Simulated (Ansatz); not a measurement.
Geometry relaxation of Ti₄NO₈ (part 2 of 2)

The same run, continued: Ti₄NO₈ (slab, 26 atoms in the cell); DFT PBEsol, scalar-relativistic, plane waves, PAW, no spin polarisation (Ansatz 0.2.0); cutoff 420 eV, 2×2×1 k-mesh, Fermi–Dirac smearing of 0.02 eV. The structure derives from an entry of the Crystallography Open Database. The input holds or restrains some coordinates. Forces given for the steps count only the free coordinates. It belongs to a series of runs on one base structure; here: end point B relaxed.

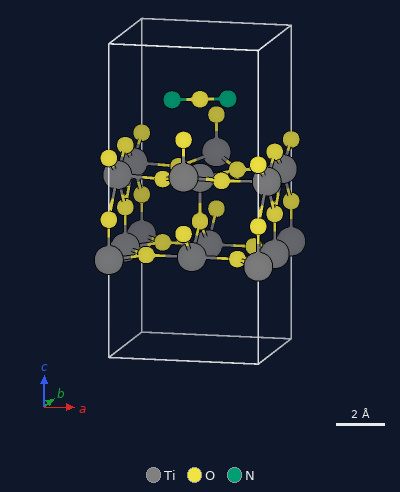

**Figure 1.** The geometry at step 11 of the log (ball-and-stick view of the cell of the calculation, with the vacuum cut short, seen slightly off an axis).

```
Free energy (F): -29537.438450 eV
Harris-Foulkes:  -29537.438450 eV  (|F-HF|=3.73e-8)
Internal energy: -29537.413511 eV  (E = F + TS)
E sigma→0 (E₀):  -29537.425981 eV
Entropy (-TS):   -0.024939 eV (-0.959 meV/atom)
Fermi energy:    0.572824 eV
--- Per-component energies (eV) ---
  E_band       = -3467.389705
  E_kinetic    = 5210.207153
  E_local      = -114244.659498  (includes V_loc(G=0)·N_el)
  E_nonlocal   = 913.985071
  E_hartree    = 54602.774676
  E_xc         = -2047.050445
  E_vxc        = -2604.249487  (∫ρ·V_xc dr)
  E_paw        = -10845.652091  (= ΣΔE_a)
  E_vpaw       = -1948.227315  (= ΣTr[D̂ρ^β])
  E_aug_tail   = 0.040373  (compensation charges beyond the density's cutoff)
  E_ewald      = 36871.205371
  E_core_change = 1.735879  (= ΣΔE_core)
  E_smearing   = -0.024939  (= −TS)
[...]
  E_closure    = 0.000000  (closes the sum)
  Σ components = -29537.438450   (vs F -29537.438450, Δ=0.00e0)
--- Forces (eV/Å), atoms counted from 1 ---
  atom   1  Ti     0.00000000     0.00000000     3.96992787
  atom   2  Ti    -0.00000737    -0.53554050     3.83994968
  atom   3  O      0.00000000    -0.00000000     0.00413166
  atom   4  O      1.35548342     0.05738380    -2.35592410
  atom   5  O      0.00000000    -0.00000000    -3.50147333
  atom   6  O     -1.35557502     0.05743073    -2.35583210
  atom   7  Ti     0.00000000    -0.00000000    -0.00378751
  atom   8  Ti     0.00787660    -0.01642171    -0.00268396
  atom   9  O      0.00000000    -0.00000000     0.00293776
  atom  10  O      0.00504444    -0.00336864     0.00223914
  atom  11  O     -0.00000000     0.00000000     0.00045448
  atom  12  O     -0.01172021    -0.00669267     0.00029528
  atom  13  Ti    -0.00000000     0.00000000     3.90868080
  atom  14  Ti     0.00000737     0.53554050     3.83994968
  atom  15  O     -0.00000000     0.00000000     0.01907690
  atom  16  O      1.35557502    -0.05743073    -2.35583210
  atom  17  O     -0.00000000     0.00000000    -2.66534070
  atom  18  O     -1.35548342    -0.05738380    -2.35592410
  atom  19  Ti    -0.00000000     0.00000000     0.00336624
  atom  20  Ti    -0.00787660     0.01642171    -0.00268396
  atom  21  O      0.00000000    -0.00000000     0.01779364
  atom  22  O      0.01172021     0.00669267     0.00029528
  atom  23  O     -0.00000000     0.00000000     0.00523193
  atom  24  O     -0.00504444     0.00336864     0.00223914
  atom  25  N     -0.00284454    -0.00061572    -0.00842857
  atom  26  N      0.00284454     0.00061572    -0.00842857
  max |Σ_I F_I| component: 2.30e-4 eV/Å
--- Relaxed structure (20 steps of the walk, 19 accepted, 0 SCFs on fresh bases) ---
  F+E_penalty+E_count = -29537.43845028 eV   max|allowed force component| = 1.908e-2 eV/Å
  atoms:
    - { symbol: Ti, position: [-1.8147879418270397e-17, 0.0, 0.05479161] }
    - { symbol: Ti, position: [0.5, 0.25000000000000006, 0.05479161] }
    - { symbol: O, position: [-1.8147879418270397e-17, 1.9918722517794803e-33, 0.15019067705741498] }
    - { symbol: O, position: [0.194699975, 0.25000000000000006, 0.05479161] }
    - { symbol: O, position: [0.5, 0.0, 0.12435197999999999] }
    - { symbol: O, position: [0.805300025, 0.25000000000000006, 0.05479161] }
    - { symbol: Ti, position: [0.5, 4.190219066243419e-33, 0.25935663925578434] }
    - { symbol: Ti, position: [-0.00013852969806457603, 0.2516651484390422, 0.2407572622955993] }
    - { symbol: O, position: [0.5, 8.882454716268659e-33, 0.34812119608220704] }
    - { symbol: O, position: [0.695905128653105, 0.26285108549906394, 0.23677656536458008] }
    - { symbol: O, position: [1.0, 4.5262462957102825e-33, 0.2955056226563172] }
    - { symbol: O, position: [0.3041943189859348, 0.26297698067310743, 0.2368388433139304] }
    - { symbol: Ti, position: [-1.8147879418270397e-17, 0.5000000000000001, 0.05479161] }
    - { symbol: Ti, position: [0.5, 0.75, 0.05479161] }
    - { symbol: O, position: [-1.81478794182704e-17, 0.5000000000000001, 0.1501398143641677] }
    - { symbol: O, position: [0.194699975, 0.75, 0.05479161] }
    - { symbol: O, position: [0.5, 0.5000000000000001, 0.12435197999999999] }
    - { symbol: O, position: [0.805300025, 0.75, 0.05479161] }
    - { symbol: Ti, position: [0.5, 0.5000000000000001, 0.22711596384447538] }
    - { symbol: Ti, position: [0.00013852969806453985, 0.748334851560958, 0.2407572622955993] }
    - { symbol: O, position: [0.5, 0.5000000000000001, 0.4676319399502091] }
    - { symbol: O, position: [0.6958056810140651, 0.737023019326893, 0.2368388433139304] }
    - { symbol: O, position: [1.0, 0.5000000000000001, 0.2968137506562141] }
    - { symbol: O, position: [0.304094871346895, 0.7371489145009363, 0.23677656536458008] }
    - { symbol: N, position: [0.31798319697902533, 0.5028420394994021, 0.46764946267063395] }
    - { symbol: N, position: [0.6820168030209749, 0.4971579605005981, 0.46764946267063395] }
```

### Trajectory as extended XYZ (Å, eV, eV/Å), 9 of the 20 frames kept, from step=1 to step=20
```
26
Lattice="6.5205 0.0000 0.0000 0.0000 5.9464 0.0000 0.0000 0.0000 18.2510" Properties=species:S:1:pos:R:3:forces:R:3 step=1 energy=-29530.20228
Ti    0.0000    0.0000    1.0000    0.0000   0.0000   4.1699
Ti    3.2603    1.4866    1.0000   -0.1293  -0.0043   2.6496
O     0.0000    0.0000    2.9907    0.0000   0.0000  -3.6078
O     1.2695    1.4866    1.0000    0.6874   0.0429  -1.6261
O     3.2603    0.0000    2.2695    0.0000   0.0000  -2.3523
O     5.2510    1.4866    1.0000   -0.5849   0.0096  -1.6539
Ti    3.2603    0.0000    4.2603    0.0000   0.0000   3.6549
Ti    0.0000    1.4866    4.2603   -0.8005  -0.7110   3.9400
O     3.2603    0.0000    6.2510    0.0000   0.0000  -2.3033
O     4.5298    1.4866    4.2603   -0.4346   0.7556  -0.4619
O     6.5205    0.0000    5.5298    0.0000   0.0000  -2.7318
O     1.9907    1.4866    4.2603   -0.6227  -0.9588  -2.2189
Ti    0.0000    2.9732    1.0000    0.0000   0.0000   4.2386
Ti    3.2603    4.4598    1.0000    0.1293   0.0043   2.6496
O     0.0000    2.9732    2.9907    0.0000   0.0000  -3.6026
O     1.2695    4.4598    1.0000    0.5849  -0.0096  -1.6539
O     3.2603    2.9732    2.2695    0.0000   0.0000  -1.4184
O     5.2510    4.4598    1.0000   -0.6874  -0.0429  -1.6261
Ti    3.2603    2.9732    4.2603    0.0000   0.0000  -0.3958
Ti    0.0000    4.4598    4.2603    0.8005   0.7110   3.9400
O     3.2603    2.9732    6.2510    0.0000   0.0000   2.6734
O     4.5298    4.4598    4.2603    0.6227   0.9588  -2.2189
O     6.5205    2.9732    5.5298    0.0000   0.0000  -1.9825
O     1.9907    4.4598    4.2603    0.4346  -0.7556  -0.4619
N     2.1735    1.9821    6.1210    3.4522   2.1035   1.2002
N     4.3470    3.9643    6.1210   -3.4522  -2.1035   1.2002
26
Lattice="6.5205 0.0000 0.0000 0.0000 5.9464 0.0000 0.0000 0.0000 18.2510" Properties=species:S:1:pos:R:3:forces:R:3 step=3 energy=-29535.17212
Ti    0.0000    0.0000    1.0000    0.0000   0.0000   3.6758
Ti    3.2603    1.4866    1.0000   -0.0212  -0.1578   3.1355
O     0.0000    0.0000    2.7759    0.0000   0.0000  -0.6888
O     1.2695    1.4866    1.0000    1.0020   0.0045  -2.1834
O     3.2603    0.0000    2.2695    0.0000   0.0000  -2.9936
O     5.2510    1.4866    1.0000   -0.9950   0.0110  -2.1598
Ti    3.2603    0.0000    4.3390    0.0000   0.0000   1.5749
Ti   -0.0316    1.4897    4.2837    0.3808  -0.2057   0.2669
O     3.2603    0.0000    6.1406    0.0000   0.0000  -1.2832
O     4.5058    1.5433    4.1994    0.2204   0.2648   0.1278
O     6.5205    0.0000    5.3290    0.0000   0.0000  -0.1919
O     1.9495    1.4670    4.0763   -0.2133   0.0843  -0.3548
Ti    0.0000    2.9732    1.0000    0.0000   0.0000   3.6557
Ti    3.2603    4.4598    1.0000    0.0212   0.1578   3.1355
O     0.0000    2.9732    2.7738    0.0000   0.0000  -0.6562
O     1.2695    4.4598    1.0000    0.9950  -0.0110  -2.1598
O     3.2603    2.9732    2.2695    0.0000   0.0000  -1.5975
O     5.2510    4.4598    1.0000   -1.0020  -0.0045  -2.1834
Ti    3.2603    2.9732    4.2723    0.0000   0.0000  -1.2569
Ti    0.0316    4.4567    4.2837   -0.3808   0.2057   0.2669
O     3.2603    2.9732    6.4939    0.0000   0.0000   0.6525
O     4.5710    4.4794    4.0763    0.2133  -0.0843  -0.3548
O     6.5205    2.9732    5.3340    0.0000   0.0000  -0.0530
O     2.0147    4.4031    4.1994   -0.2204  -0.2648   0.1278
N     2.5139    1.9656    6.2173    0.2807   0.9873   0.7479
N     4.0066    3.9808    6.2173   -0.2807  -0.9873   0.7479
26
Lattice="6.5205 0.0000 0.0000 0.0000 5.9464 0.0000 0.0000 0.0000 18.2510" Properties=species:S:1:pos:R:3:forces:R:3 step=6 energy=-29536.45293
Ti    0.0000    0.0000    1.0000    0.0000   0.0000   3.7786
Ti    3.2603    1.4866    1.0000   -0.0347  -0.0417   3.9570
O     0.0000    0.0000    2.7441    0.0000   0.0000  -0.2792
O     1.2695    1.4866    1.0000    1.2818  -0.0068  -2.3561
O     3.2603    0.0000    2.2695    0.0000   0.0000  -3.7743
O     5.2510    1.4866    1.0000   -1.2736  -0.0101  -2.3354
Ti    3.2603    0.0000    4.5058    0.0000   0.0000   0.1982
Ti    0.0371    1.4918    4.3245   -0.1449   0.0214   0.2481
O     3.2603    0.0000    6.1393    0.0000   0.0000   0.0153
O     4.5300    1.5981    4.2642    0.0772  -0.2475   0.0232
O     6.5205    0.0000    5.3527    0.0000   0.0000  -0.1928
O     1.9530    1.5270    4.0789    0.1473  -0.0251   0.2746
Ti    0.0000    2.9732    1.0000    0.0000   0.0000   3.7350
Ti    3.2603    4.4598    1.0000    0.0347   0.0417   3.9570
O     0.0000    2.9732    2.7385    0.0000   0.0000  -0.2888
O     1.2695    4.4598    1.0000    1.2736   0.0101  -2.3354
O     3.2603    2.9732    2.2695    0.0000   0.0000  -2.6749
O     5.2510    4.4598    1.0000   -1.2818   0.0068  -2.3561
Ti    3.2603    2.9732    4.2107    0.0000   0.0000  -0.7332
Ti   -0.0371    4.4546    4.3245    0.1449  -0.0214   0.2481
O     3.2603    2.9732    6.8781    0.0000   0.0000  -1.5702
O     4.5676    4.4194    4.0789   -0.1473   0.0251   0.2746
O     6.5205    2.9732    5.3643    0.0000   0.0000  -0.2545
O     1.9905    4.3483    4.2642   -0.0772   0.2475   0.0232
N     2.2961    2.2942    6.6412   -0.5131  -0.0692   1.2152
N     4.2244    3.6522    6.6412    0.5131   0.0692   1.2152
26
Lattice="6.5205 0.0000 0.0000 0.0000 5.9464 0.0000 0.0000 0.0000 18.2510" Properties=species:S:1:pos:R:3:forces:R:3 step=8 energy=-29537.05759
Ti    0.0000    0.0000    1.0000    0.0000   0.0000   3.8585
Ti    3.2603    1.4866    1.0000   -0.0125  -0.5402   3.7524
O     0.0000    0.0000    2.7417    0.0000   0.0000  -0.2050
O     1.2695    1.4866    1.0000    1.3658   0.0277  -2.3541
O     3.2603    0.0000    2.2695    0.0000   0.0000  -3.6223
O     5.2510    1.4866    1.0000   -1.3599   0.0258  -2.3508
Ti    3.2603    0.0000    4.6117    0.0000   0.0000   0.0846
Ti    0.0355    1.4890    4.3497   -0.2815   0.0717   0.2103
O     3.2603    0.0000    6.2362    0.0000   0.0000   0.0423
O     4.5286    1.5715    4.2809    0.0919   0.0195  -0.0336
O     6.5205    0.0000    5.3690    0.0000   0.0000  -0.0927
O     1.9677    1.5454    4.1829    0.0696  -0.0462   0.1344
Ti    0.0000    2.9732    1.0000    0.0000   0.0000   3.7435
Ti    3.2603    4.4598    1.0000    0.0125   0.5402   3.7524
O     0.0000    2.9732    2.7329    0.0000   0.0000  -0.1572
O     1.2695    4.4598    1.0000    1.3599  -0.0258  -2.3508
O     3.2603    2.9732    2.2695    0.0000   0.0000  -3.4058
O     5.2510    4.4598    1.0000   -1.3658  -0.0277  -2.3541
Ti    3.2603    2.9732    4.1054    0.0000   0.0000   0.4965
Ti   -0.0355    4.4574    4.3497    0.2815  -0.0717   0.2103
O     3.2603    2.9732    7.0651    0.0000   0.0000  -0.4065
O     4.5528    4.4010    4.1829   -0.0696   0.0462   0.1344
O     6.5205    2.9732    5.3672    0.0000   0.0000  -0.1105
O     1.9919    4.3749    4.2809   -0.0919  -0.0195  -0.0336
N     2.1960    2.4438    6.9818   -0.1085   0.0890   0.5314
N     4.3245    3.5026    6.9818    0.1085  -0.0890   0.5314
26
Lattice="6.5205 0.0000 0.0000 0.0000 5.9464 0.0000 0.0000 0.0000 18.2510" Properties=species:S:1:pos:R:3:forces:R:3 step=11 energy=-29537.36016
Ti    0.0000    0.0000    1.0000    0.0000   0.0000   3.9672
Ti    3.2603    1.4866    1.0000   -0.0035  -0.5159   3.8241
O     0.0000    0.0000    2.7405    0.0000   0.0000   0.0464
O     1.2695    1.4866    1.0000    1.3714   0.0419  -2.3611
O     3.2603    0.0000    2.2695    0.0000   0.0000  -3.4845
O     5.2510    1.4866    1.0000   -1.3695   0.0412  -2.3603
Ti    3.2603    0.0000    4.7082    0.0000   0.0000   0.1073
Ti    0.0106    1.4935    4.3986   -0.0713   0.0264  -0.0882
O     3.2603    0.0000    6.3311    0.0000   0.0000  -0.0529
O     4.5359    1.5685    4.3305   -0.0026   0.0047  -0.0370
O     6.5205    0.0000    5.4009    0.0000   0.0000   0.0152
O     1.9781    1.5562    4.2985    0.0522   0.0285   0.0234
Ti    0.0000    2.9732    1.0000    0.0000   0.0000   3.8831
Ti    3.2603    4.4598    1.0000    0.0035   0.5159   3.8241
O     0.0000    2.9732    2.7363    0.0000   0.0000   0.0705
O     1.2695    4.4598    1.0000    1.3695  -0.0412  -2.3603
O     3.2603    2.9732    2.2695    0.0000   0.0000  -2.6455
O     5.2510    4.4598    1.0000   -1.3714  -0.0419  -2.3611
Ti    3.2603    2.9732    4.1462    0.0000   0.0000  -0.1229
Ti   -0.0106    4.4529    4.3986    0.0713  -0.0264  -0.0882
O     3.2603    2.9732    7.5410    0.0000   0.0000   0.1865
O     4.5424    4.3902    4.2985   -0.0522  -0.0285   0.0234
O     6.5205    2.9732    5.4124    0.0000   0.0000   0.0167
O     1.9846    4.3779    4.3305    0.0026  -0.0047  -0.0370
N     2.1356    2.5886    7.5386   -0.0008   0.0611   0.0070
N     4.3849    3.3578    7.5386    0.0008  -0.0611   0.0070
26
Lattice="6.5205 0.0000 0.0000 0.0000 5.9464 0.0000 0.0000 0.0000 18.2510" Properties=species:S:1:pos:R:3:forces:R:3 step=13 energy=-29537.41860
Ti    0.0000    0.0000    1.0000    0.0000   0.0000   3.9926
Ti    3.2603    1.4866    1.0000   -0.0012  -0.5456   3.8442
O     0.0000    0.0000    2.7426    0.0000   0.0000  -0.0484
O     1.2695    1.4866    1.0000    1.3507   0.0557  -2.3537
O     3.2603    0.0000    2.2695    0.0000   0.0000  -3.5110
O     5.2510    1.4866    1.0000   -1.3500   0.0556  -2.3533
Ti    3.2603    0.0000    4.7416    0.0000   0.0000  -0.0943
Ti    0.0011    1.4955    4.3912   -0.0010  -0.0154   0.0254
O     3.2603    0.0000    6.3605    0.0000   0.0000   0.0832
O     4.5344    1.5629    4.3306    0.0140   0.0123  -0.0235
O     6.5205    0.0000    5.3917    0.0000   0.0000   0.0068
O     1.9830    1.5611    4.3242    0.0133   0.0157  -0.0146
Ti    0.0000    2.9732    1.0000    0.0000   0.0000   3.9261
Ti    3.2603    4.4598    1.0000    0.0012   0.5456   3.8442
O     0.0000    2.9732    2.7410    0.0000   0.0000  -0.0363
O     1.2695    4.4598    1.0000    1.3500  -0.0556  -2.3533
O     3.2603    2.9732    2.2695    0.0000   0.0000  -2.6758
O     5.2510    4.4598    1.0000   -1.3507  -0.0557  -2.3537
Ti    3.2603    2.9732    4.1442    0.0000   0.0000   0.0168
Ti   -0.0011    4.4509    4.3912    0.0010   0.0154   0.0254
O     3.2603    2.9732    7.8979    0.0000   0.0000   0.0008
O     4.5375    4.3853    4.3242   -0.0133  -0.0157  -0.0146
O     6.5205    2.9732    5.4089    0.0000   0.0000   0.0284
O     1.9861    4.3835    4.3306   -0.0140  -0.0123  -0.0235
N     2.0888    2.7605    7.8890    0.2211   0.0610   0.0320
N     4.4317    3.1859    7.8890   -0.2211  -0.0610   0.0320
26
Lattice="6.5205 0.0000 0.0000 0.0000 5.9464 0.0000 0.0000 0.0000 18.2510" Properties=species:S:1:pos:R:3:forces:R:3 step=15 energy=-29537.42359 accepted=F
Ti    0.0000    0.0000    1.0000    0.0000   0.0000   3.8620
Ti    3.2603    1.4866    1.0000   -0.0005  -0.6240   3.7579
O     0.0000    0.0000    2.7350    0.0000   0.0000   0.1027
O     1.2695    1.4866    1.0000    1.4020   0.0564  -2.3665
O     3.2603    0.0000    2.2695    0.0000   0.0000  -3.4752
O     5.2510    1.4866    1.0000   -1.4015   0.0563  -2.3665
Ti    3.2603    0.0000    4.7120    0.0000   0.0000  -0.0640
Ti   -0.0003    1.4938    4.3913    0.0076   0.0470   0.0754
O     3.2603    0.0000    6.3277    0.0000   0.0000   0.2099
O     4.5428    1.5662    4.3186   -0.1358   0.0112  -0.0731
O     6.5205    0.0000    5.3940    0.0000   0.0000  -0.0190
O     1.9751    1.5640    4.3193    0.1676   0.0381  -0.0862
Ti    0.0000    2.9732    1.0000    0.0000   0.0000   3.8085
Ti    3.2603    4.4598    1.0000    0.0005   0.6240   3.7579
O     0.0000    2.9732    2.7329    0.0000   0.0000   0.0901
O     1.2695    4.4598    1.0000    1.4015  -0.0563  -2.3665
O     3.2603    2.9732    2.2695    0.0000   0.0000  -2.9514
O     5.2510    4.4598    1.0000   -1.4020  -0.0564  -2.3665
Ti    3.2603    2.9732    4.1175    0.0000   0.0000   0.5316
Ti    0.0003    4.4526    4.3913   -0.0076  -0.0470   0.0754
O     3.2603    2.9732    8.2284    0.0000   0.0000   0.0503
O     4.5454    4.3824    4.3193   -0.1676  -0.0381  -0.0862
O     6.5205    2.9732    5.4095    0.0000   0.0000   0.0084
O     1.9778    4.3802    4.3186    0.1358  -0.0112  -0.0731
N     2.0775    2.9025    8.2291   -0.1654  -0.0056  -0.0160
N     4.4430    3.0439    8.2291    0.1654   0.0056  -0.0160
26
Lattice="6.5205 0.0000 0.0000 0.0000 5.9464 0.0000 0.0000 0.0000 18.2510" Properties=species:S:1:pos:R:3:forces:R:3 step=18 energy=-29537.43721
Ti    0.0000    0.0000    1.0000    0.0000   0.0000   3.9989
Ti    3.2603    1.4866    1.0000    0.0000  -0.5420   3.8380
O     0.0000    0.0000    2.7421    0.0000   0.0000  -0.0276
O     1.2695    1.4866    1.0000    1.3547   0.0581  -2.3551
O     3.2603    0.0000    2.2695    0.0000   0.0000  -3.5046
O     5.2510    1.4866    1.0000   -1.3548   0.0581  -2.3550
Ti    3.2603    0.0000    4.7333    0.0000   0.0000  -0.0016
Ti   -0.0009    1.4964    4.3948    0.0099  -0.0309   0.0099
O     3.2603    0.0000    6.3537    0.0000   0.0000   0.0042
O     4.5380    1.5631    4.3215   -0.0062  -0.0016   0.0001
O     6.5205    0.0000    5.3954    0.0000   0.0000  -0.0241
O     1.9839    1.5630    4.3218   -0.0086   0.0014  -0.0001
Ti    0.0000    2.9732    1.0000    0.0000   0.0000   3.9407
Ti    3.2603    4.4598    1.0000    0.0000   0.5420   3.8380
O     0.0000    2.9732    2.7413    0.0000   0.0000  -0.0204
O     1.2695    4.4598    1.0000    1.3548  -0.0581  -2.3550
O     3.2603    2.9732    2.2695    0.0000   0.0000  -2.6904
O     5.2510    4.4598    1.0000   -1.3547  -0.0581  -2.3551
Ti    3.2603    2.9732    4.1431    0.0000   0.0000   0.0314
Ti    0.0009    4.4500    4.3948   -0.0099   0.0309   0.0099
O     3.2603    2.9732    8.3195    0.0000   0.0000   0.0090
O     4.5366    4.3834    4.3218    0.0086  -0.0014  -0.0001
O     6.5205    2.9732    5.4168    0.0000   0.0000   0.0072
O     1.9825    4.3833    4.3215    0.0062   0.0016   0.0001
N     2.0727    2.9622    8.3173    0.0381   0.0010   0.0009
N     4.4478    2.9842    8.3173   -0.0381  -0.0010   0.0009
26
Lattice="6.5205 0.0000 0.0000 0.0000 5.9464 0.0000 0.0000 0.0000 18.2510" Properties=species:S:1:pos:R:3:forces:R:3 step=20 energy=-29537.43845
Ti    0.0000    0.0000    1.0000    0.0000   0.0000   3.9699
Ti    3.2603    1.4866    1.0000    0.0000  -0.5355   3.8399
O     0.0000    0.0000    2.7411    0.0000   0.0000   0.0041
O     1.2695    1.4866    1.0000    1.3555   0.0574  -2.3559
O     3.2603    0.0000    2.2695    0.0000   0.0000  -3.5015
O     5.2510    1.4866    1.0000   -1.3556   0.0574  -2.3558
Ti    3.2603    0.0000    4.7335    0.0000   0.0000  -0.0038
Ti   -0.0009    1.4965    4.3941    0.0079  -0.0164  -0.0027
O     3.2603    0.0000    6.3536    0.0000   0.0000   0.0029
O     4.5377    1.5630    4.3214    0.0050  -0.0034   0.0022
O     6.5205    0.0000    5.3933    0.0000   0.0000   0.0005
O     1.9835    1.5638    4.3225   -0.0117  -0.0067   0.0003
Ti    0.0000    2.9732    1.0000    0.0000   0.0000   3.9087
Ti    3.2603    4.4598    1.0000    0.0000   0.5355   3.8399
O     0.0000    2.9732    2.7402    0.0000   0.0000   0.0191
O     1.2695    4.4598    1.0000    1.3556  -0.0574  -2.3558
O     3.2603    2.9732    2.2695    0.0000   0.0000  -2.6653
O     5.2510    4.4598    1.0000   -1.3555  -0.0574  -2.3559
Ti    3.2603    2.9732    4.1451    0.0000   0.0000   0.0034
Ti    0.0009    4.4499    4.3941   -0.0079   0.0164  -0.0027
O     3.2603    2.9732    8.5347    0.0000   0.0000   0.0178
O     4.5370    4.3826    4.3225    0.0117   0.0067   0.0003
O     6.5205    2.9732    5.4171    0.0000   0.0000   0.0052
O     1.9829    4.3834    4.3214   -0.0050   0.0034   0.0022
N     2.0734    2.9901    8.5351   -0.0028  -0.0006  -0.0084
N     4.4471    2.9563    8.5351    0.0028   0.0006  -0.0084
```

### Results in brief

```csv
quantity,value
outcome,converged under the restraints of the input
electrons treated,202
free energy,−29537.4385 eV
Fermi energy,0.573 eV
final volume,707.66 Å³
"largest force (length of the vector) at the end, held atoms and coordinates included",3.970 eV/Å
wall time,4.9 min (CPU time 9.6 min)
peak memory,1.4 GiB
```

The k-point mesh is coarse for a cell of this size, so the results may not be converged.
